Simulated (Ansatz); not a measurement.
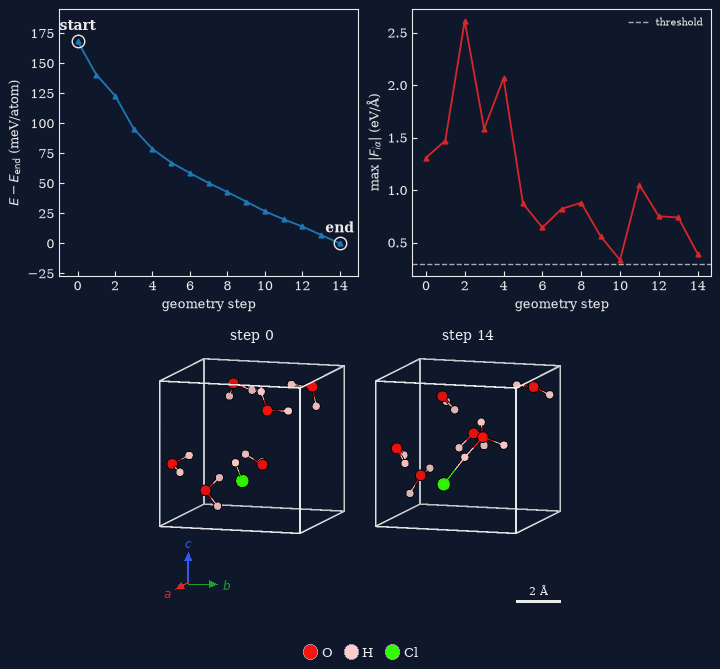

First and last geometry of a relaxation of an amorphous cell of composition H13ClO6, with the history of the run. The picture is a ball-and-stick view of the cell of the calculation, seen slightly off an axis.

The cell holds 6 H2O + 1 HCl. The run prepares the start of a later molecular dynamics calculation, from a guessed geometry.

All numbers below come from Ansatz 0.2.0, DFT PBE-D3(BJ), scalar-relativistic, plane waves, PAW. Settings: plane-wave cutoff 420 eV; k-point mesh 1 × 1 × 1; occupations fermi dirac; smearing width 0.05 eV; no spin polarisation; atoms relaxed in a fixed cell; force threshold 0.3 eV/Å; at most 15 steps.

Read the history and describe the run.

The relaxation stopped without meeting its thresholds, so the last structure isn't shown to be converged. It used up its limit of 15 steps. The energy falls by 168 meV per atom in 14 geometry steps. Largest force component: 1.3 eV/Å at the start, 0.39 eV/Å at the end. The largest move is that of an H atom, 1.56 Å roughly along −c. By element the largest moves are H 1.56 Å, O 1.45 Å, Cl 0.83 Å. The lattice vectors keep their values. Near-neighbour distances that change, for instance: H–O 2.785 → 1.243 Å, Cl–H 1.280 → 1.559 Å, H–O 0.969 → 1.026 Å, H–O 0.969 → 0.999 Å. New bonds form: H–O (2.78 → 1.24 Å). Bond angles that change, for instance: H–O–H 104.0° → 99.9°, H–O–H 104.0° → 106.6°. The run took 22 s on 1 thread of Arm Neoverse V2 (shared host), peak memory 0.34 GiB.

Limits of the set-up: the program's low-accuracy preset was used; the periodic images lie only 6.7 Å apart, so the values are limited by the cell's size.
